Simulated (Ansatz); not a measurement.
C₂H₃Si (doublet)

```xyz
6

C     1.0254   -1.3129    0.5393
C     0.3756   -0.3569    0.1466
Si   -0.4473    1.1439   -0.4521
H     1.5902   -2.1593    0.8859
H    -1.1460    0.9040   -1.7464
H    -1.3559    1.7172    0.5805
```

Method: Ansatz 0.2.0, UKS PBE0-D4/def2-SVPD.

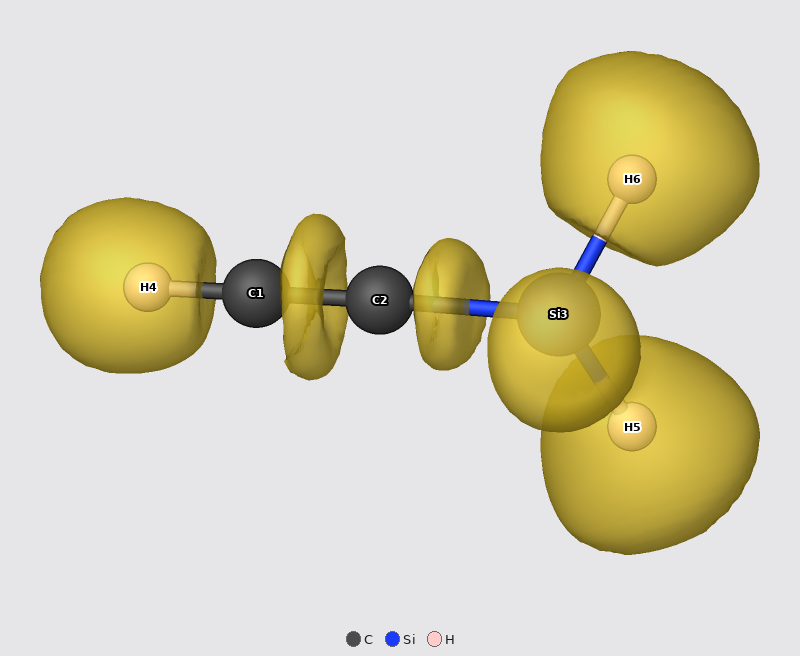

Figure 1. Isosurface of the ELF at 0.85 (yellow), seen at an oblique angle. Only the valence region is drawn (cores and ρ < 0.01 e/Å³ removed).

**What do the ELF domains correspond to?**

The surface consists of one region between bonded C–C atoms (shared pairs), one region between bonded C–Si atoms (shared pairs), three regions around hydrogen nuclei and one lobe on Si, pointing away from the bonds (non-bonding electrons).


C–C (1.22 Å): the ELF peaks at about 0.85 between the atoms; a multiple bond. C–Si (1.81 Å): the ELF peaks at about 0.95 between the atoms (a shared electron pair).

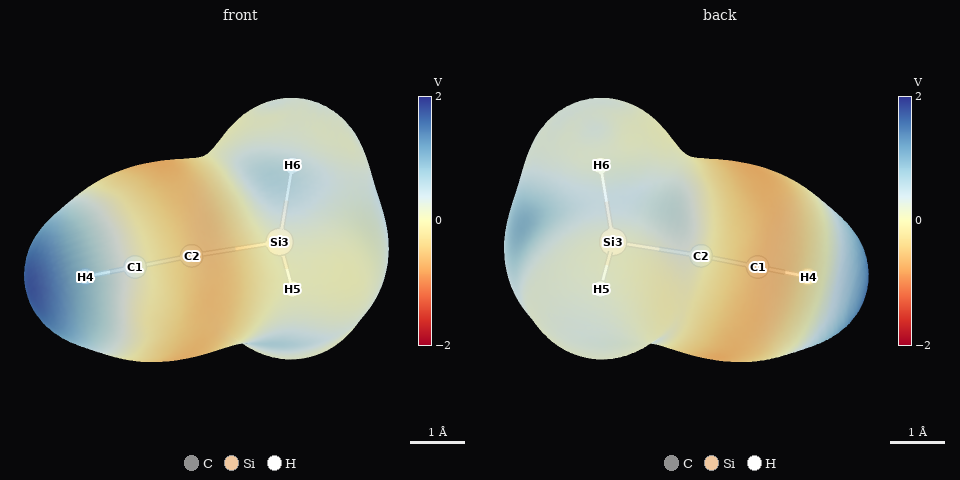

Figure 2. The molecular electrostatic potential painted on the density surface at 0.002 e/bohr³, seen from the front and from behind; red is negative and blue positive.

**Describe the electrostatic potential map.**

The most negative region (about −0.7 V) lies over C1 and C2, the most positive (about +1.8 V) over H4.

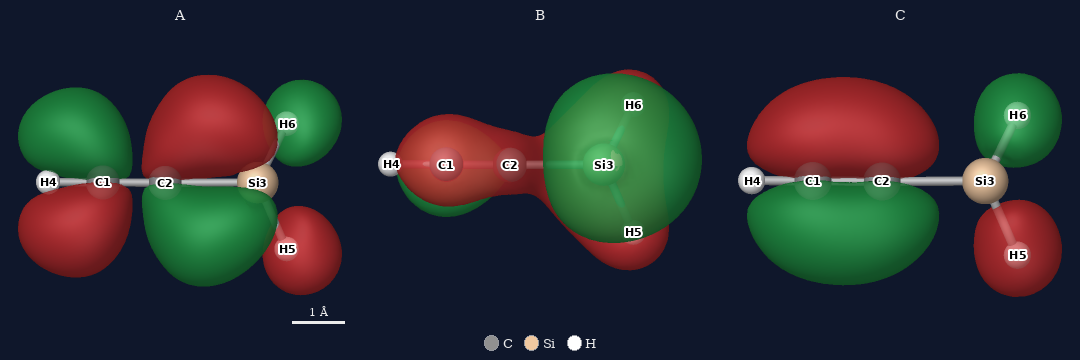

Figure 3. Three frontier orbitals at ±0.08 Å⁻³ᐟ² (green and red are the two phases), in no order.

**Which picture is the HOMO−1, the HOMO and the LUMO? All are α orbitals.**

C is the HOMO−1 (α) (−8.40 eV). It lies mainly on C1 (about 45 %) and C2 (about 40 %); π-bonding across C1–C2. B is the HOMO (α) (−6.21 eV). It lies mainly on Si3 (about 65 %), C1 (about 15 %) and C2 (about 10 %). A is the LUMO (α) (−0.28 eV). It lies mainly on C1 (about 30 %), C2 (about 25 %), Si3 (about 25 %) and H4 (about 5 %).

**What is the gap between the highest occupied and lowest empty α orbitals?**

5.93 eV between the orbital energies.
